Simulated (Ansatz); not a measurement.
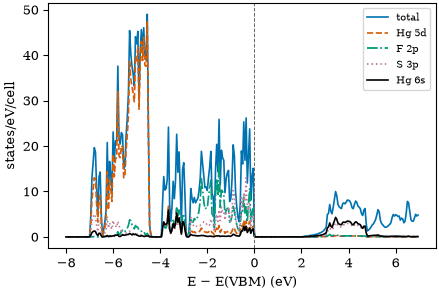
Figure. Total and projected density of states of Hg3S2F2 in space group I2_13 (No. 199; Hg on 12b, S on 8a, F on 8a), LDA (plane waves, PAW; program Ansatz)

### Question
Which orbitals carry the states next to the gap?

### Answer
Top 1 eV of the valence band: S 3p 42 %, F 2p 36 %, Hg 5d 13 %, Hg 6s 7 %. Bottom 1 eV of the conduction band: Hg 6s 39 %, S 3p 30 %, S 3s 12 %, Hg 5d 7 %, outside the projected shells 6 %. Projections are on Löwdin-orthogonalised atomic valence shells; empty p or d shells of many metals are not among them.

### Question
Where is the tallest occupied peak in this window, and what makes it?

### Answer
Near -4.5 eV, about 49 states/eV per cell; the largest projected share is Hg 5d.

The first step of the workflow began from a Materials Project structure, measured or hypothetical; the Crystallography Open Database files this formula in space group No. 199, but the cells were not matched. Whether it is the stable phase at ambient conditions was not checked. Symmetry was held in the LDA relaxation; whether a distortion lowers the energy is not shown. Scalar-relativistic: spin–orbit coupling is off unless named, which matters more the heavier the elements.

Potentials: the later of the program's two PAW sets.
